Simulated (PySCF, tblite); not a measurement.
# C₆H₉Cl: a rotation path, then NMR shifts on frames, part 2 of 2

tblite 0.8.0 and PySCF 2.14.0. Atoms count from 0. The steps go on from the part before.

## (5) Nuclear shieldings: image 5, PBE0/pcSseg-1

Job settings and geometry (Å):

```
{"job": {"kind": "nmr", "xc": "PBE0", "basis": "pcSseg-1", "pop": false}, "charge": 0, "multiplicity": 1}
C     -2.587200    -0.170500    -0.040100
C     -1.445400    -0.730900     0.311400
Cl    -1.431600    -2.305100     1.060500
C     -0.104300    -0.129000     0.158000
C      0.281400     0.830700     1.245700
C      0.684200    -0.463200    -0.858300
C      2.059400     0.086700    -1.078700
H     -3.538200    -0.648600     0.114100
H     -2.590000     0.799400    -0.506600
H     -0.554000     1.487100     1.479800
H      0.538100     0.281500     2.151500
H      1.134100     1.432100     0.949000
H      0.313600    -1.160200    -1.597100
H      2.008800     1.151900    -1.308100
H      2.672700    -0.035300    -0.187100
H      2.550800    -0.417600    -1.905400
```

With the program's defaults for keys left out, this is: GIAO PBE0/pcSseg-1 NMR shielding, non-relativistic, gas phase.

Log:

```text
coarse grid: 13720 points
cycle   1  E = -693.6338463756  dE =  8.014e-01  |g| = 4.261e-01  |ddm| = 3.632e+00
cycle   2  E = -693.6217252841  dE =  1.212e-02  |g| = 4.980e-01  |ddm| = 7.407e-01
cycle   3  E = -693.6780883711  dE = -5.636e-02  |g| = 1.154e-01  |ddm| = 4.409e-01
cycle   4  E = -693.6813002560  dE = -3.212e-03  |g| = 3.564e-02  |ddm| = 1.419e-01
cycle   5  E = -693.6815953723  dE = -2.951e-04  |g| = 1.044e-02  |ddm| = 4.395e-02
cycle   6  E = -693.6816196865  dE = -2.431e-05  |g| = 3.230e-03  |ddm| = 1.318e-02
cycle   7  E = -693.6816219244  dE = -2.238e-06  |g| = 1.157e-03  |ddm| = 3.635e-03
final grid: 127344 points
cycle   8  E = -693.7238479701  dE = -4.626e-05  |g| = 8.489e-03  |ddm| = 3.326e-02
cycle   9  E = -693.7238432383  dE =  4.732e-06  |g| = 9.352e-03  |ddm| = 1.737e-02
cycle  10  E = -693.7238662208  dE = -2.298e-05  |g| = 1.365e-03  |ddm| = 1.024e-02
cycle  11  E = -693.7238665957  dE = -3.749e-07  |g| = 4.390e-04  |ddm| = 1.460e-03
cycle  12  E = -693.7238666396  dE = -4.391e-08  |g| = 1.126e-04  |ddm| = 4.432e-04
cycle  13  E = -693.7238666423  dE = -2.628e-09  |g| = 5.088e-05  |ddm| = 1.500e-04
cycle  14  E = -693.7238666429  dE = -6.246e-10  |g| = 1.028e-05  |ddm| = 5.126e-05
converged SCF energy = -693.7238666429

GIAO shielding tensors (ppm)
atom      isotropic    diamagn.    paramagn.     s11        s22        s33       span
  0 C       67.876     252.562    -184.686    -36.074     89.363    150.338    186.412
  1 C       27.982     255.998    -228.016    -91.683     64.340    111.289    202.972
  2 Cl     647.513    1146.705    -499.192    430.011    540.429    972.099    542.088
  3 C       39.515     259.959    -220.444    -75.638     53.561    140.622    216.260
  4 C      165.672     247.220     -81.548    148.048    165.652    183.315     35.267
  5 C       53.409     253.920    -200.511    -51.243     56.990    154.481    205.724
  6 C      171.580     248.288     -76.709    158.436    171.555    184.748     26.312
  7 H       26.178      29.463      -3.285     23.025     24.588     30.921      7.895
  8 H       26.475      32.008      -5.532     22.826     25.285     31.316      8.490
  9 H       30.106      30.182      -0.077     25.823     29.272     35.222      9.398
 10 H       29.509      29.067       0.442     25.543     28.203     34.780      9.237
 11 H       29.605      31.521      -1.915     24.994     29.744     34.077      9.083
 12 H       25.847      33.253      -7.406     23.137     23.872     30.532      7.395
 13 H       29.844      29.861      -0.018     25.283     28.482     35.766     10.484
 14 H       29.941      29.911       0.030     25.494     29.250     35.077      9.583
 15 H       29.972      28.259       1.713     25.781     28.014     36.121     10.341
```

It took 60 s on 1 thread of Intel Xeon at 2.50GHz, shared host; peak memory 0.8 GiB.

Key values: δ C1 158.9, C3 147.4, C5 133.5, C0 119.0, H12 5.87, H7 5.54 ppm.

## (6) Shielding tensors: image 6, PBE0/pcSseg-1

Job settings and geometry (Å):

```
{"job": {"kind": "nmr", "xc": "PBE0", "basis": "pcSseg-1", "pop": false}, "charge": 0, "multiplicity": 1}
C     -2.559100    -0.252000    -0.211200
C     -1.456100    -0.682300     0.371700
Cl    -1.512500    -2.025500     1.482400
C     -0.105800    -0.110800     0.202000
C      0.352900     0.762500     1.332800
C      0.627100    -0.396200    -0.869500
C      2.008800     0.127300    -1.113300
H     -3.520300    -0.701100    -0.034400
H     -2.518800     0.583900    -0.887500
H     -0.452600     1.427700     1.638600
H      0.626800     0.152000     2.192500
H      1.210500     1.358100     1.038200
H      0.205500    -1.036200    -1.632100
H      1.980800     1.206600    -1.267900
H      2.656800    -0.071800    -0.260800
H      2.448400    -0.333400    -1.993000
```

With the program's defaults for keys left out, this is: GIAO PBE0/pcSseg-1 NMR shielding, non-relativistic, gas phase.

Log:

```text
coarse grid: 13720 points
cycle   1  E = -693.6359165636  dE =  8.012e-01  |g| = 4.250e-01  |ddm| = 3.630e+00
cycle   2  E = -693.6242653550  dE =  1.165e-02  |g| = 4.945e-01  |ddm| = 7.354e-01
cycle   3  E = -693.6798474280  dE = -5.558e-02  |g| = 1.153e-01  |ddm| = 4.391e-01
cycle   4  E = -693.6830507819  dE = -3.203e-03  |g| = 3.576e-02  |ddm| = 1.413e-01
cycle   5  E = -693.6833472296  dE = -2.964e-04  |g| = 1.052e-02  |ddm| = 4.415e-02
cycle   6  E = -693.6833719462  dE = -2.472e-05  |g| = 3.096e-03  |ddm| = 1.298e-02
cycle   7  E = -693.6833739931  dE = -2.047e-06  |g| = 1.123e-03  |ddm| = 3.501e-03
final grid: 127344 points
cycle   8  E = -693.7258674977  dE = -4.558e-05  |g| = 8.559e-03  |ddm| = 3.387e-02
cycle   9  E = -693.7258628972  dE =  4.600e-06  |g| = 9.383e-03  |ddm| = 1.769e-02
cycle  10  E = -693.7258860552  dE = -2.316e-05  |g| = 1.366e-03  |ddm| = 1.040e-02
cycle  11  E = -693.7258864287  dE = -3.735e-07  |g| = 4.408e-04  |ddm| = 1.500e-03
cycle  12  E = -693.7258864728  dE = -4.405e-08  |g| = 1.178e-04  |ddm| = 4.475e-04
cycle  13  E = -693.7258864758  dE = -3.006e-09  |g| = 4.925e-05  |ddm| = 1.534e-04
cycle  14  E = -693.7258864764  dE = -5.793e-10  |g| = 9.899e-06  |ddm| = 4.940e-05
converged SCF energy = -693.7258864764

GIAO shielding tensors (ppm)
atom      isotropic    diamagn.    paramagn.     s11        s22        s33       span
  0 C       68.907     252.498    -183.591    -31.635     90.713    147.643    179.278
  1 C       26.994     256.334    -229.339    -92.343     63.552    109.774    202.118
  2 Cl     671.486    1146.656    -475.170    456.666    583.979    973.813    517.146
  3 C       39.419     259.995    -220.576    -75.145     52.418    140.983    216.129
  4 C      167.712     247.094     -79.382    151.827    167.194    184.116     32.289
  5 C       54.719     254.014    -199.294    -46.161     59.643    150.676    196.837
  6 C      171.712     248.399     -76.687    158.600    171.296    185.240     26.640
  7 H       26.328      29.512      -3.184     23.309     24.545     31.130      7.820
  8 H       26.435      32.124      -5.689     22.961     25.194     31.151      8.190
  9 H       30.186      29.788       0.397     26.020     29.114     35.423      9.403
 10 H       29.500      28.917       0.583     25.199     28.596     34.706      9.507
 11 H       29.672      31.403      -1.731     25.005     29.803     34.207      9.202
 12 H       25.836      33.555      -7.719     23.267     24.099     30.143      6.876
 13 H       29.841      29.904      -0.062     25.346     28.454     35.724     10.378
 14 H       29.915      29.917      -0.002     25.374     29.317     35.054      9.680
 15 H       29.998      28.375       1.622     25.801     27.996     36.195     10.393
```

Wall time 61 s (1 thread of Intel Xeon at 2.50GHz, shared host); peak memory 0.8 GiB.

In short: δ C1 159.9, C3 147.5, C5 132.2, C0 118.0, H12 5.88, H7 5.39 ppm.

## (7) Shielding tensors: image 8, PBE0/pcSseg-1

Job settings and geometry (Å):

```
{"job": {"kind": "nmr", "xc": "PBE0", "basis": "pcSseg-1", "pop": false}, "charge": 0, "multiplicity": 1}
C     -2.476000    -0.465900    -0.483700
C     -1.528900    -0.498500     0.444200
Cl    -1.909800    -1.143400     2.017400
C     -0.146600    -0.042300     0.280200
C      0.506100     0.646800     1.443000
C      0.504400    -0.264400    -0.864800
C      1.913500     0.162300    -1.115900
H     -3.468200    -0.838500    -0.302900
H     -2.275900    -0.047000    -1.453300
H     -0.230900     0.940700     2.184700
H      1.230000    -0.013900     1.920700
H      1.037300     1.533600     1.102700
H      0.003900    -0.790900    -1.663900
H      2.002100     1.247900    -1.060400
H      2.581400    -0.256100    -0.363200
H      2.250000    -0.161400    -2.096500
```

Level: GIAO PBE0/pcSseg-1 NMR shielding, non-relativistic, gas phase.

Log:

```text
coarse grid: 13720 points
cycle   1  E = -693.6375298900  dE =  8.145e-01  |g| = 4.252e-01  |ddm| = 3.675e+00
cycle   2  E = -693.6256799517  dE =  1.185e-02  |g| = 4.947e-01  |ddm| = 7.425e-01
cycle   3  E = -693.6816547652  dE = -5.597e-02  |g| = 1.108e-01  |ddm| = 4.340e-01
cycle   4  E = -693.6846171710  dE = -2.962e-03  |g| = 3.508e-02  |ddm| = 1.434e-01
cycle   5  E = -693.6849048237  dE = -2.877e-04  |g| = 1.013e-02  |ddm| = 4.499e-02
cycle   6  E = -693.6849274898  dE = -2.267e-05  |g| = 2.879e-03  |ddm| = 1.218e-02
cycle   7  E = -693.6849292192  dE = -1.729e-06  |g| = 1.163e-03  |ddm| = 3.423e-03
final grid: 127344 points
cycle   8  E = -693.7271470560  dE = -4.614e-05  |g| = 8.509e-03  |ddm| = 3.876e-02
cycle   9  E = -693.7271425253  dE =  4.531e-06  |g| = 9.292e-03  |ddm| = 1.807e-02
cycle  10  E = -693.7271652305  dE = -2.271e-05  |g| = 1.427e-03  |ddm| = 1.081e-02
cycle  11  E = -693.7271656603  dE = -4.298e-07  |g| = 4.214e-04  |ddm| = 1.637e-03
cycle  12  E = -693.7271657016  dE = -4.131e-08  |g| = 1.113e-04  |ddm| = 4.392e-04
cycle  13  E = -693.7271657042  dE = -2.650e-09  |g| = 4.926e-05  |ddm| = 1.573e-04
cycle  14  E = -693.7271657048  dE = -5.809e-10  |g| = 1.080e-05  |ddm| = 5.017e-05
converged SCF energy = -693.7271657048

GIAO shielding tensors (ppm)
atom      isotropic    diamagn.    paramagn.     s11        s22        s33       span
  0 C       71.437     253.578    -182.141    -25.092     88.094    151.310    176.402
  1 C       28.381     255.143    -226.762    -84.156     63.649    105.650    189.807
  2 Cl     709.428    1146.739    -437.310    512.407    636.457    979.421    467.013
  3 C       41.617     259.637    -218.020    -70.175     52.591    142.433    212.608
  4 C      169.293     246.325     -77.032    159.020    168.695    180.166     21.146
  5 C       53.552     255.642    -202.090    -50.559     58.395    152.821    203.380
  6 C      170.937     248.429     -77.492    156.701    171.735    184.376     27.675
  7 H       26.477      29.496      -3.019     23.730     24.270     31.432      7.703
  8 H       26.152      32.786      -6.634     23.078     24.732     30.647      7.568
  9 H       29.553      29.541       0.012     24.204     30.983     33.471      9.267
 10 H       29.947      29.218       0.729     26.571     27.303     35.968      9.396
 11 H       30.047      30.379      -0.332     25.667     29.044     35.431      9.764
 12 H       25.406      34.675      -9.269     22.593     24.058     29.567      6.975
 13 H       29.929      29.986      -0.056     25.645     28.501     35.642      9.996
 14 H       29.976      29.821       0.155     25.524     29.015     35.389      9.865
 15 H       29.886      28.622       1.264     25.462     27.994     36.201     10.739
```

Run time: 63 s. Hardware: 1 thread of Intel Xeon at 2.50GHz, shared host; peak memory 0.8 GiB.

Key values: δ C1 158.5, C3 145.3, C5 133.4, C0 115.5, H12 6.31, H8 5.56 ppm.

## (8) Run by run: NMR shifts

Shifts (ppm) of some atoms, chosen among heavy atoms and hydrogens apart, with basis size and wall time:

| frame | C1 | C3 | C5 | C4 | H12 | H9 | Cl2 | functions | time |
| --- | --- | --- | --- | --- | --- | --- | --- | --- | --- |
| image 0 | 154.4 | 139.8 | 137.4 | 16.4 | 6.70 | 1.67 | 227 | 171 | 79 s |
| image 2 | 154.0 | 141.2 | 137.5 | 16.4 | 6.61 | 1.83 | 251 | 171 | 57 s |
| image 5 | 158.9 | 147.4 | 133.5 | 21.3 | 5.87 | 1.61 | 302 | 171 | 60 s |
| image 6 | 159.9 | 147.5 | 132.2 | 19.2 | 5.88 | 1.53 | 278 | 171 | 61 s |
| image 8 | 158.5 | 145.3 | 133.4 | 17.6 | 6.31 | 2.16 | 240 | 171 | 63 s |

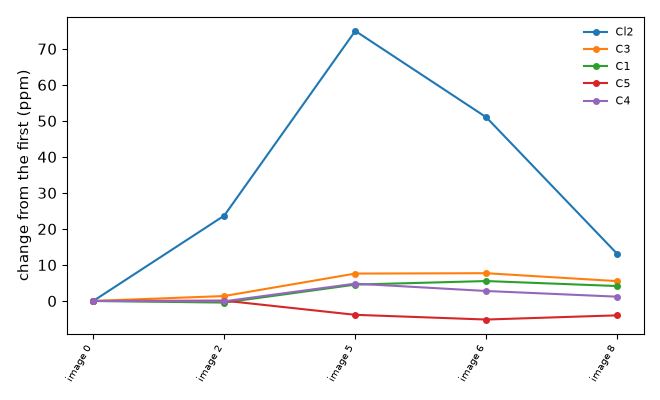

How five of the tabulated atoms move from run to run.

## (9) What came out

The summary covers parts 1 to 2.

```
                                                                  quantity                                                     value
                                                                   barrier                        0.118 eV (2.7 kcal/mol) at image 5
                                                     end to end (GFN2-xTB)                                                  0.033 eV
                           13C shifts against TMS (PBE0/pcSseg-1, image 0)                154.4, 139.8, 137.4, 114.8, 16.4, 15.9 ppm
                            1H shifts against TMS (PBE0/pcSseg-1, image 0)  6.70, 5.49, 5.37, 2.14, 1.97, 1.93, 1.92, 1.81, 1.67 ppm
                          35Cl shifts against HCl (PBE0/pcSseg-1, image 0)                                                   227 ppm
potential on the surface of density 0.002 e/bohr³, 1st and 99th percentile                                        -0.73 V and 0.90 V
                                                 range of the shift of Cl2                                            227 to 302 ppm
```

In words: Along the band the dihedral turns by 156°, and the top (dihedral 263°) lies 2.7 kcal/mol above the start (GFN2-xTB, rough), so at room temperature this motion is fast. Ends this close can change order at a higher level. The top was not checked by a frequency run. Shifts at one fixed geometry are not the observed spectrum, which averages over the motion. In the first frame run (image 0): The widest tensor belongs to Cl2: span 476 ppm, with a paramagnetic part of -425 ppm. At PBE0/pcSseg-1, counted by nearest atom on the grid, the HOMO lies on C0, C5 about 24 % each; C3 17 %, the LUMO on C0, C5 about 21 % each; C1 17 %. In ppm, Cl2 moves most: its shift spreads over 75 ppm, from 227 (image 0) to 302 (image 5).
